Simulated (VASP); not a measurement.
Band structure of HgS (zinc blende). These are rev-vdW-DF2, VASP's PBE PAW potentials (set 64) (plane waves; VASP 6.6.1) values and carry that method's errors.

Unless said otherwise, spin-orbit coupling is left out, though it shifts the bands of the heavy elements here.

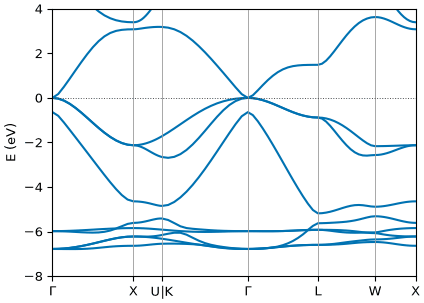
Figure. Bands along high-symmetry lines, zero at the valence-band maximum or, without a gap, the Fermi level

Read the plot: is there a gap, and where are the band edges?

It has no gap at this level: it comes out as a metal or semimetal. (Edges off the drawn lines would not show.)

The compound is HgS in the zinc blende structure, metacinnabar; cinnabar is the stable form. It was relaxed first, which changed the volume by +6 %.
